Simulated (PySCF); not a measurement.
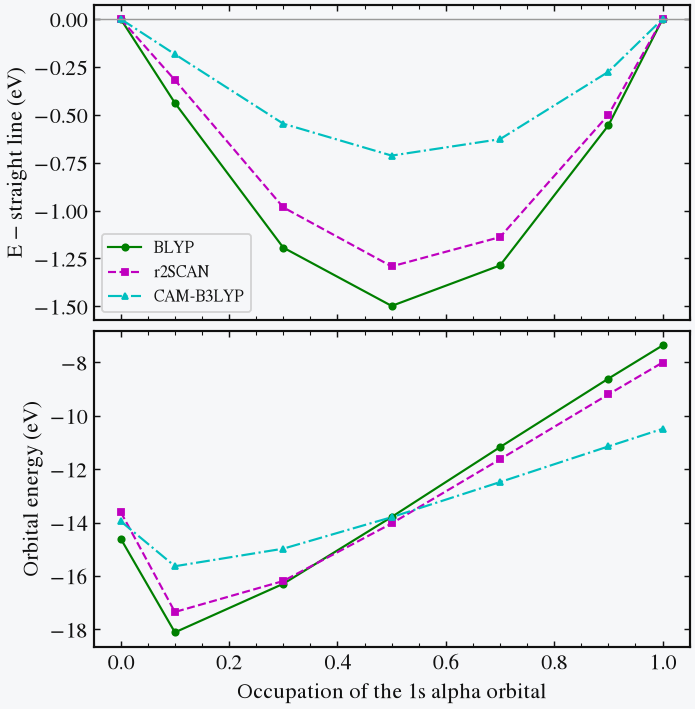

One 1s alpha orbital of neutral hydrogen (1s) is emptied in steps. The plot gives the energy less the straight line between the integer ends; the lower panel gives the orbital energy. PySCF, x2c-TZVPall, spin-free X2C-1e, unrestricted single determinants, no spin-orbit coupling.

### Describe the curvature of each method.

BLYP: S-shaped, concave at low filling and convex at high, largest departure −1.5 eV, removal energy 13.54 eV, orbital energy from −7.37 eV when full to −14.6 eV when empty; r2SCAN: S-shaped, concave at low filling and convex at high, largest departure −1.3 eV, removal energy 13.60 eV, orbital energy from −8.01 eV when full to −13.6 eV when empty; CAM-B3LYP: S-shaped, concave at low filling and convex at high, largest departure −0.71 eV, removal energy 13.57 eV, orbital energy from −10.5 eV when full to −13.9 eV when empty. The NIST theoretical removal energy is 13.60 eV. The exact energy is a straight line between whole electron numbers.
